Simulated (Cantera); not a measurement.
Input: 1 mol SiH₂Cl₂, 11 mol N₂O, held at 0.133 bar.

Equilibrium computed with Cantera from the NASA thermochemical tables; the gas is ideal and each condensed phase is pure. Candidate condensed phases: H₂O, NH₄Cl, Si, SiO₂, Si₂N₂O, Si₃N₄; 47 gas species. The tables hold silica as quartz up to 1696 K and as liquid above; real silica turns to tridymite and cristobalite and melts near 1996 K. Equilibrium is a limit: real reactors are often held back by kinetics, nucleation or transport.

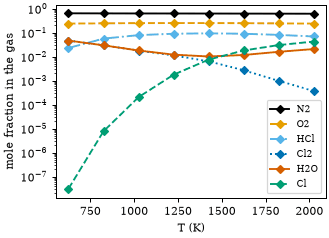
*Equilibrium gas composition (values under 1e-9 drawn at 1e-9)*

Task: Read off the mole fractions at 625 K.

Result: N₂ about 0.64, O₂ about 0.24, Cl₂ about 0.047, H₂O about 0.047, HCl about 0.023, Cl about 3.1e-8.
